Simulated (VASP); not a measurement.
Band structure of Os (hcp). All values below come from revPBE GGA, VASP's PBE PAW potentials (set 64) (plane waves; VASP 6.6.1).

Unless said otherwise, spin-orbit coupling is left out, though it shifts the bands of the heavy elements here.

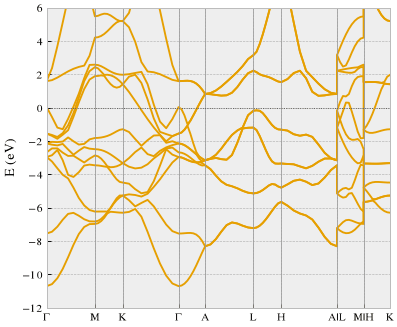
*Bands along high-symmetry lines, zero at the valence-band maximum or, without a gap, the Fermi level*

Read the plot: is there a gap, and where are the band edges?

It has no gap at this level: it comes out as a metal or semimetal. (Edges off the drawn lines would not show.)

The compound is Os in the hcp structure. It was relaxed first.
